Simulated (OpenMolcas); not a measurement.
# CH₄ClFOSi: single-point calculation (part 3 of 3)

Continued. System: CH₄ClFOSi, SMILES C[Si](O)(F)Cl. Method: CASSCF/ANO-R1, sfX2C (OpenMolcas 26.06). The geometry comes from this level: PBE0-D4/def2-TZVP.

Geometry of the input (Å):
```
C  -1.1424  -0.1786  0.5122
Si 0.5613  0.2184  -0.0380
O  1.0481  -0.8866  -1.1225
F  1.5533  0.2303  1.2062
Cl 0.6894  2.0975  -0.8451
H  -1.8336  -0.1419  -0.3315
H  -1.4763  0.5347  1.2677
H  -1.1718  -1.1823  0.9424
H  1.8607  -0.7380  -1.6086
```

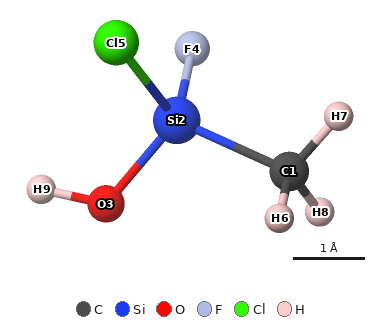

Figure 1. The structure (ball-and-stick view, seen at a tilt; atoms are numbered from 1 in the order of the input).

What the program printed, continued
```
               1 C1            2 SI2           3 O3            4 F4            5 CL5           6 H6
    1 C1       0.000000
    2 SI2      1.833827        0.000000
    3 O3       2.823437        1.623003        0.000000
    4 F4       2.813474        1.591301        2.631641        0.000000
    5 CL5      3.221550        2.049106        3.018355        2.905269        0.000000
    6 H6       1.091299        2.439571        3.079684        3.738201        3.412364        0.000000
    7 H7       1.091360        2.440638        3.755762        3.045475        3.405367        1.772820
    8 H8       1.092406        2.434498        3.046179        3.080779        4.173285        1.772916
    9 H9       3.718781        2.251650        0.958485        2.992524        3.161477        3.954007

               7 H7            8 H8            9 H9
    7 H7       0.000000
    8 H8       1.773874        0.000000
    9 H9       4.585677        3.987613        0.000000

                    **************************************
                    *    Valence Bond Angles / degree    *
                    **************************************
                          Atom centers                 Phi
                      6 H6       1 C1       7 H7       108.63
                      6 H6       1 C1       8 H8       108.56
                      7 H7       1 C1       8 H8       108.64
--

            Nuclear Potential Energy            314.04200796 au

--- Stop Module: gateway /rc=_RC_ALL_IS_WELL_ ---

--- Start Module: seward ---

                                              &SEWARD

                       available to each process: 1.9 GB of memory, 1 thread

               SEWARD will generate:
                  Multipole Moment integrals up to order  2
                  Kinetic Energy integrals
                  Nuclear Attraction integrals (finite nuclei - Gaussian type)
                  One-Electron Hamiltonian integrals
                  Velocity integrals
                  Relativistic X2C integrals
                  Orbital angular momentum around (  1.1563   1.0938  -0.3189 )
                  Velocity quadrupole around (  1.1563   1.0938  -0.3189 )
                  Atomic mean-field integrals
                  RI decomposed two-electron repulsion integrals stored Cholesky style
                   - acCD auxiliary basis
                   - CD Threshold:   1.00E-04

                   Integrals are discarded if absolute value <: 1.00E-14
                   Integral cutoff threshold is set to       <: 1.00E-16

            Nuclear Potential Energy            314.04200796 au

      Basis set specifications :
      Symmetry species         a
      Basis functions           98

--- Stop Module: seward /rc=_RC_ALL_IS_WELL_ ---
--- Module seward spent 3 seconds ---

>>> COPY step2.RunFile RUNFIL2

--- Start Module: expbas ---

                                              &EXPBAS

                       available to each process: 1.9 GB of memory, 1 thread

 Header on input orbitals file:
* RASSCF average (pseudo-natural) orbitals

 Information from input runfile
           Number of symmetries    1
      Number of basis functions   37

 Information from expanded basis set runfile
           Number of symmetries    1
      Number of basis functions   98
 New orbitals have been built in file EXPORB
--- Stop Module: expbas /rc=_RC_ALL_IS_WELL_ ---

--- Start Module: rasscf ---

                                              &RASSCF

                       available to each process: 1.9 GB of memory, 1 thread

      Header of the ONEINT file:
      --------------------------

      OrdInt status: non-squared

      Cartesian coordinates in angstrom:
      -----------------------------------------------------
      No.  Label        X            Y            Z
      -----------------------------------------------------
       1   C1        -1.14240000  -0.17860000   0.51220000
       2   SI2        0.56130000   0.21840000  -0.03800000
       3   O3         1.04810000  -0.88660000  -1.12250000
       4   F4         1.55330000   0.23030000   1.20620000
       5   CL5        0.68940000   2.09750000  -0.84510000
       6   H6        -1.83360000  -0.14190000  -0.33150000
       7   H7        -1.47630000   0.53470000   1.26770000
       8   H8        -1.17180000  -1.18230000   0.94240000
       9   H9         1.86070000  -0.73800000  -1.60860000
      -----------------------------------------------------
      Nuclear repulsion energy =  314.04200796

++    Wave function specifications:
      -----------------------------

      Number of closed shell electrons          56
      Number of electrons in active shells       2
      Max number of holes in RAS1 space          0
      Max nr of electrons in RAS3 space          0
      Number of inactive orbitals               28
      Number of active orbitals                  2
      Number of secondary orbitals              68
      Spin quantum number                      0.0
      State symmetry                             1
--

++    Orbital specifications:
      -----------------------

      Symmetry species                           1
                                                 a
      Frozen orbitals                            0
      Inactive orbitals                         28
      Active orbitals                            2
      RAS1 orbitals                              0
      RAS2 orbitals                              2
      RAS3 orbitals                              0
      Secondary orbitals                        68
      Deleted orbitals                           0
      Number of basis functions                 98
--

++    CI expansion specifications:
      ----------------------------

      Number of CSFs                             3
      Number of spin combinations                3
      Number of determinants                     4
      Number of root(s) required                 1
      Root chosen for geometry opt.              1
      CI root used                               1

      highest root included in the CI            1
      max. size of the explicit Hamiltonian      3
--

++    Optimization specifications:
      ----------------------------

      RASSCF algorithm: LK RI/DF
      Maximum number of macro iterations       200
      Maximum number of SX iterations          100
      Threshold for RASSCF energy            1.000E-08
      Threshold for max MO rotation          1.000E-01
      Threshold for max BLB element          1.000E-04
      Level shift parameter                  5.000E-01
      Make Quasi-Newton update
--

      The MO-coefficients are taken from the file:
      step2.ExpOrb
      Title:Basis set expanded orbital file EXPORB

      Total molecular charge    0.00

      ************************************************************************************************************************
      *                                            Wave function control section                                             *
      ************************************************************************************************************************

                                         RASSCF iterations: Energy and convergence statistics
                                         ----------------------------------------------------

          iter iter root      energy       change     param      element    value   shift minimum  type update hh:mm:ss
 Nr of preliminary CI iterations:   1
        1   1   15    1  -964.53505928    0.00E+00  -5.99E-02   17  83 1 -2.61E-01*  0.00   0.00    SX    NO    0:00:00
        2   1  101    1  -965.26495789   -7.30E-01*  8.19E-02   17  83 1 -9.72E-02*  0.00   0.00    SX    NO    0:00:00
        3   1   50    1  -965.38659585   -1.22E-01*  5.45E-02   25  57 1  3.40E-02*  0.00   0.00    SX    NO    0:00:00
        4   1   24    1  -965.40528654   -1.87E-02*  3.41E-02   15  32 1 -1.77E-02*  0.00   0.00    SX    NO    0:00:00
        5   1   21    1  -965.40740859   -2.12E-03* -2.82E-02   25  57 1  1.15E-02*  0.00   0.91    QN   YES    0:00:00
        6   1   21    1  -965.40832782   -9.19E-04* -2.52E-02   22  67 1 -3.82E-03*  0.00   1.26    QN   YES    0:00:00
        7   1   21    1  -965.40852844   -2.01E-04*  4.55E-02   15  32 1  2.34E-03*  0.00   1.51    QN   YES    0:00:00
        8   1   21    1  -965.40872543   -1.97E-04*  2.65E-02   22  67 1  2.67E-03*  0.00   1.16    QN   YES    0:00:00
        9   1   21    1  -965.40884947   -1.24E-04*  3.32E-02   22  67 1  2.21E-03*  0.00   2.50    LS   YES    0:00:00
       10   1   20    1  -965.40894418   -9.47E-05*  4.04E-02   25  57 1 -1.86E-03*  0.00   1.80    QN   YES    0:00:00
       11   1   20    1  -965.40905748   -1.13E-04* -4.74E-02   24  58 1  6.71E-04*  0.00   1.89    QN   YES    0:00:00
       12   1   20    1  -965.40914763   -9.02E-05* -3.48E-02   22  67 1 -8.17E-04*  0.00   1.57    QN   YES    0:00:00
       13   1   19    1  -965.40919490   -4.73E-05*  1.64E-02   22  67 1 -8.46E-04*  0.00   1.48    QN   YES    0:00:00
       14   1   18    1  -965.40921586   -2.10E-05*  8.14E-03   22  67 1 -4.09E-04*  0.00   1.51    LS   YES    0:00:00
       15   1   17    1  -965.40921871   -2.86E-06*  4.34E-03   25  57 1  3.41E-04*  0.00   1.08    QN   YES    0:00:00
       16   1   16    1  -965.40922215   -3.44E-06*  2.16E-03   29  64 1  1.03E-04*  0.00   1.50    LS   YES    0:00:00
       17   1   16    1  -965.40922265   -4.97E-07* -6.91E-04   29  58 1 -8.12E-05   0.00   1.08    QN   YES    0:00:00
       18   1   13    1  -965.40922285   -1.98E-07* -4.55E-04   24  32 1  3.42E-05   0.00   1.26    QN   YES    0:00:00
       19   1   12    1  -965.40922289   -4.72E-08*  4.11E-04   21  37 1  1.08E-05   0.00   1.26    QN   YES    0:00:00
       20   1   13    1  -965.40922292   -2.62E-08*  1.68E-03   22  67 1 -1.43E-05   0.00   2.50    QN   YES    0:00:00
       21   1   14    1  -965.40922300   -8.00E-08*  2.88E-03   29  58 1  3.87E-05   0.00   1.99    QN   YES    0:00:00
       22   1   14    1  -965.40922311   -1.14E-07*  5.00E-03   29  58 1  5.73E-05   0.00   2.22    QN   YES    0:00:00
       23   1   14    1  -965.40922328   -1.68E-07* -4.13E-03   21  37 1 -6.18E-05   0.00   1.76    QN   YES    0:00:00
       24   1   13    1  -965.40922340   -1.18E-07* -1.12E-03   21  37 1 -3.92E-05   0.00   1.50    QN   YES    0:00:00
       25   1   11    1  -965.40922344   -3.73E-08*  3.54E-04   21  37 1 -1.05E-05   0.00   1.25    QN   YES    0:00:00
       26   1    8    1  -965.40922344   -4.04E-09   1.74E-04   25  57 1  4.29E-06   0.00   1.15    QN   YES    0:00:00
      Convergence after 26 iterations
       27   1    8    1  -965.40922344   -2.88E-10   1.74E-04   25  57 1  2.52E-06   0.00   1.15    QN   YES    0:00:00

      ************************************************************************************************************************
                                                      Wave function printout:
                       occupation of active orbitals, and spin coupling of open shells (u,d: Spin up or down)
      ************************************************************************************************************************

      Note: transformation to natural orbitals
      has been made, which may change the order of the CSFs.

      printout of CI-coefficients larger than  0.05 for root  1
      energy=    -965.409223
      conf/sym  11     Coeff  Weight
             1  20   0.99657 0.99316
             3  02  -0.08271 0.00684

      Natural orbitals and occupation numbers for root  1
      sym 1:   1.986317   0.013683

      ************************************************************************************************************************
      *                                                    Final results                                                     *
      ************************************************************************************************************************

++    Final optimization conditions:
      ------------------------------

      Average CI energy                            -965.40922344
      RASSCF energy for state  1                   -965.40922344
      Super-CI energy                                -0.00000000
      RASSCF energy change                           -0.00000000
      Max change in MO coefficients               1.549E-04
      Max non-diagonal density matrix element     1.740E-04
      Maximum BLB matrix element                  2.519E-06
      (orbital pair  25,  57 in symmetry   1)
      Norm of electronic gradient            1.320E-05
--

      Final state energy(ies):
      ------------------------

::    RASSCF root number  1 Total energy:   -965.40922344
      Von Neumann Entropy (Root   1) =  0.05904

      Mulliken population analysis for root number:  1
      -----------------------------------------------

++    Molecular charges:
      ------------------

      Mulliken charges per centre
      ---------------------------

                C1      SI2     O3      F4      CL5     H6      H7      H8      H9
      Total    6.1972 13.1780  8.4830  9.3896 17.2113  0.9202  0.9206  0.9199  0.7802

      N-E     -0.1972  0.8220 -0.4830 -0.3896 -0.2113  0.0798  0.0794  0.0801  0.2198

      Total electronic charge=   58.000000

      Total            charge=   -0.000000
--

      Expectation values of various properties for root number:  1
      -----------------------------------------------------------

++    Molecular properties:
      ---------------------

      Charge (e):
                      =   -0.0000
      Dipole Moment (debye):
      Origin of the operator (angstrom)=    0.6119    0.5788   -0.1688
                   X= -6.6347E-01               Y= -7.8938E-01               Z= -7.2300E-01           Total=  1.2594E+00
      Quadrupole Moment (debye*angstrom):
      Origin of the operator (angstrom)=    0.6119    0.5788   -0.1688
                  XX= -3.9546E+01              XY= -5.0893E-01              XZ= -4.8844E+00              YY= -4.5423E+01
                  YZ=  4.7984E-01              ZZ= -4.3429E+01
      In traceless form (debye*angstrom)
                  XX=  4.8807E+00              XY= -7.6340E-01              XZ= -7.3266E+00              YY= -3.9359E+00
                  YZ=  7.1976E-01              ZZ= -9.4477E-01
--

      LoProp population analysis for root number:  1
      -----------------------------------------------

++    LoProp analysis:
      ----------------

++    Static properties:
      ------------------

      LoProp Charges per center

                   C1       SI2      O3       F4       CL5      H6       H7       H8       H9
      Nuclear      6.0000  14.0000   8.0000   9.0000  17.0000   1.0000   1.0000   1.0000   1.0000
      Electronic  -7.0145 -12.6924  -8.7624  -9.4723 -17.2934  -0.7351  -0.7374  -0.7376  -0.5549

      Total       -1.0145   1.3076  -0.7624  -0.4723  -0.2934   0.2649   0.2626   0.2624   0.4451
--

      Natural Bond Order analysis for root number:  1

++    Natural Bond Order analysis
      ---------------------------
      Based on LoProp computed density
      -------------------------------------------------------------------------------------
      Atom A       Atom B       Bond Order
      -------------------------------------------------------------------------------------
      NBO located      0.996 non-bonded electrons on atom C1
      NBO located      0.995 non-bonded electrons on atom SI2
      NBO located      1.000 non-bonded electrons on atom SI2
      NBO located      1.000 non-bonded electrons on atom SI2
      NBO located      0.998 non-bonded electrons on atom SI2
      NBO located      0.998 non-bonded electrons on atom SI2
      NBO located      0.999 non-bonded electrons on atom O3
      NBO located      1.000 non-bonded electrons on atom F4
      NBO located      1.001 non-bonded electrons on atom F4
      NBO located      0.997 non-bonded electrons on atom CL5
      NBO located      0.998 non-bonded electrons on atom CL5
      NBO located      1.000 non-bonded electrons on atom CL5
      NBO located      1.000 non-bonded electrons on atom CL5
      NBO located      1.000 non-bonded electrons on atom CL5
      NBO located      1.000 non-bonded electrons on atom CL5
      The remaining   17.008 electrons are to be considered as diffuse
--

--

      Average orbitals are written to the RASORB file
      Natural orbitals for root   1 are written to the RASORB.1 file
      Spin density orbitals for root   1 are written to the SPDORB.1 file

--- Stop Module: rasscf /rc=_RC_ALL_IS_WELL_ ---
--- Module rasscf spent 6 seconds ---

.##################.
.# Happy landing! #.
.##################.

    Timing: Wall=14.46 User=13.30 System=1.14
```

Summary

| quantity | value |
| --- | --- |
| outcome | converged |
| total energy | −965.409223 hartree |
| CASSCF energy | −965.409223 hartree |
| basis functions | 98 |
| wall time | 15 s |
| peak memory | 0.38 GiB |
